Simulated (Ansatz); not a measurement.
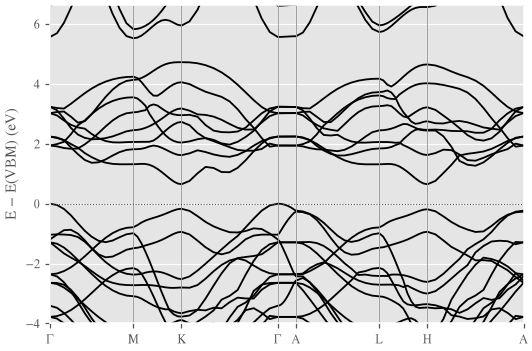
Figure: Band structure from the program Ansatz at the r²SCAN+D4 level (PAW)

### Question
Read off the gap and where the band edges lie.

### Answer
About 0.6 eV (0.65 eV by a search for the band edges); maximum at Γ, minimum at K.

### Question
Which of these materials gives this?
A) MoSeS, P-6m2 (Mo on 1a, Mo on 1d, Se on 2g, S on 2h)
B) WSe2, P-6m2 (W on 1a, Se on 2h)
C) WSe2, P6_3/mmc (W on 2c, Se on 4f)
D) MoS2, P-6m2 (Mo on 1a, S on 2h)

### Answer
A, MoSeS, P-6m2 (Mo on 1a, Mo on 1d, Se on 2g, S on 2h)

The first step of the workflow began from a Materials Project structure, measured or hypothetical; the Crystallography Open Database copy checked does not list it. With Se and S taken as one species the cell has the higher symmetry P6_3/mmc, so it may be an ordered model of a mixed-site phase. Whether it is the stable phase at ambient conditions was not checked. The cell was relaxed with r²SCAN+D4 under the symmetry of its start; its stability against distortions is not shown here. No spin polarisation was allowed. Spin–orbit coupling is left out wherever it is not named.

Potentials: the later of the program's two PAW sets.
